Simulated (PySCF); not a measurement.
## Electronic structure of ZrO (charge +1, doublet) in real space

| atom | x (Å) | y (Å) | z (Å) |
| --- | --- | --- | --- |
| Zr | 0.0000 | 0.0000 | -0.2542 |
| O | 0.0000 | 0.0000 | 1.4288 |

Core potentials replace the inner electrons of Zr.

Level of theory: PBE0/def2-TZVPPD, non-relativistic Hamiltonian with scalar-relativistic core potentials where named, at a bond length of 1.683 Å (PySCF 2.14.0).

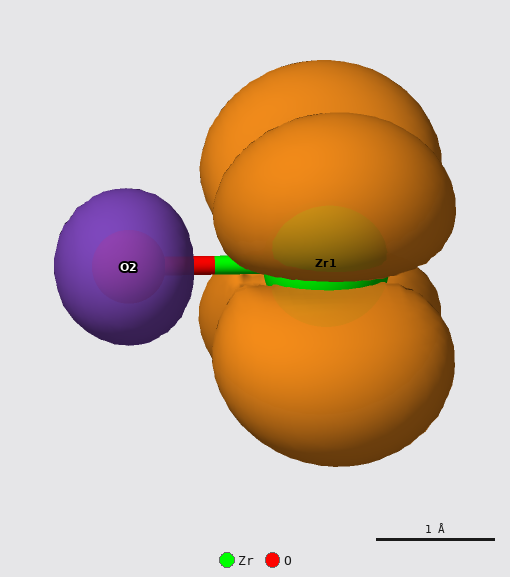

Figure 1. Isosurfaces of the spin density at +0.02 (orange) and −0.02 e/Å³ (purple), seen from one side.

**Where is the unpaired spin?**

The unpaired spin (1 electron) lies mostly on Zr1 (about 1.1), in electrons by Hirshfeld's partition, with opposite, polarisation-induced spin on O2.

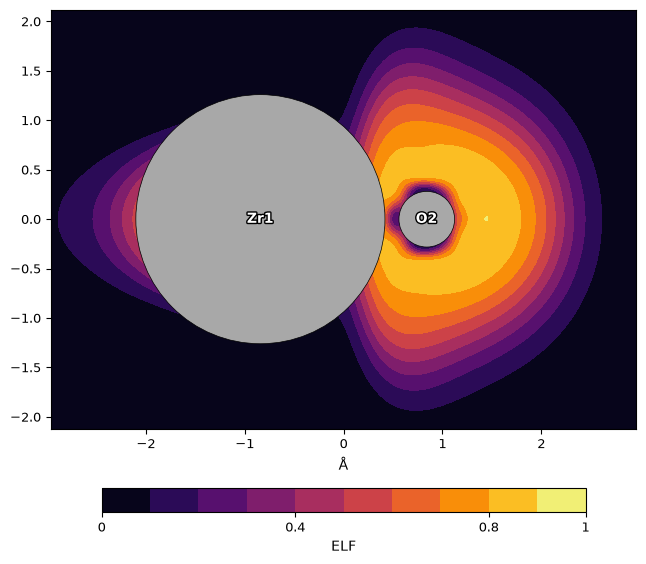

Figure 2. ELF on a plane that holds the molecular axis. Grey discs cover the atomic cores.

**Describe what can be read from this map.**

Atoms in the plane: Zr and O. Zr–O (1.68 Å): the ELF peaks at about 0.80 in the valence shell of O, 0.5 Å from its nucleus, and is about 0.45 at the midpoint.
